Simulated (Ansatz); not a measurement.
```xyz
10

F    -0.9895    1.4903   -0.1718
O    -1.3210   -0.9645   -1.0156
O     1.1446   -1.6586    0.0514
O    -0.0453    0.1023    1.8363
O     1.4121    0.8874   -1.0199
Ta    0.0959   -0.1105   -0.0580
H    -2.1117   -0.4856   -1.2872
H     1.6786   -2.4489    0.1061
H    -0.5378    0.8302    2.2311
H     1.2604    1.7988   -1.2931
```

Geometry: PBE0-D4/def2-SVP; core potentials replace the inner electrons of Ta.

Theory: Ansatz, isolated molecule in a Gaussian basis; Kohn-Sham density functional theory, functional PBE0.

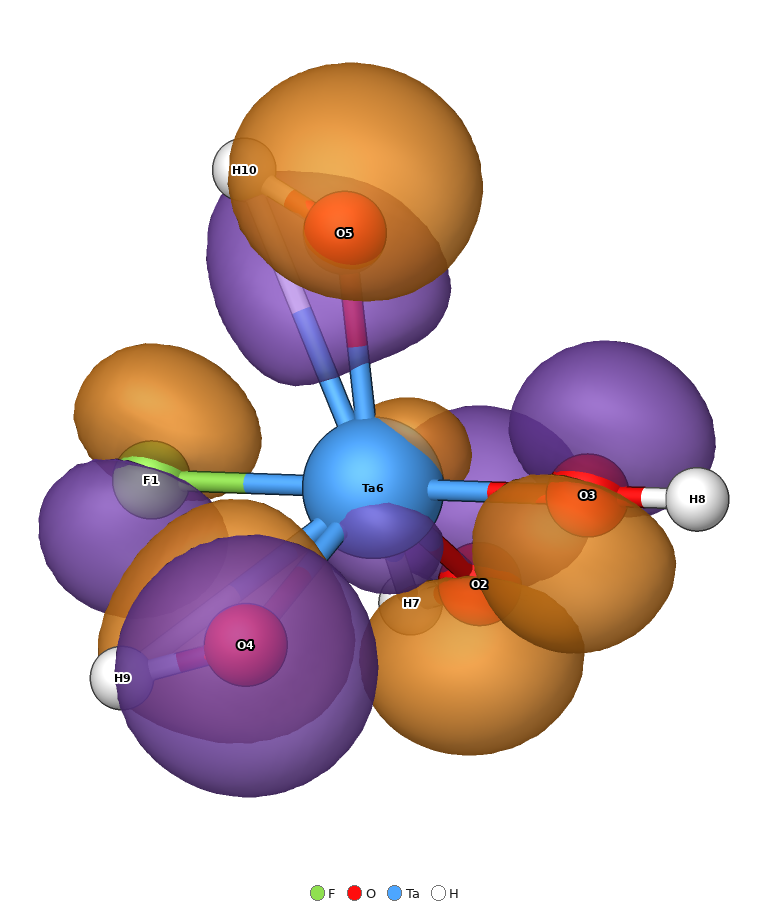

FH4O4Ta. The HOMO at ±0.08 Å⁻³ᐟ² (orange and purple are the two phases), seen at a tilt.

Describe this orbital and give its energy.

Answer. By Hirshfeld shares it lies mainly on O4 (about 25 %), O5 (about 25 %), O2 (about 15 %), O3 (about 10 %), F1 (about 10 %) and Ta6 (about 10 %); largely a combination of lone pairs on O4, O5, O2, O3 and F1. It is one of a degenerate set, so its orientation is arbitrary. Its energy is −9.40 eV.
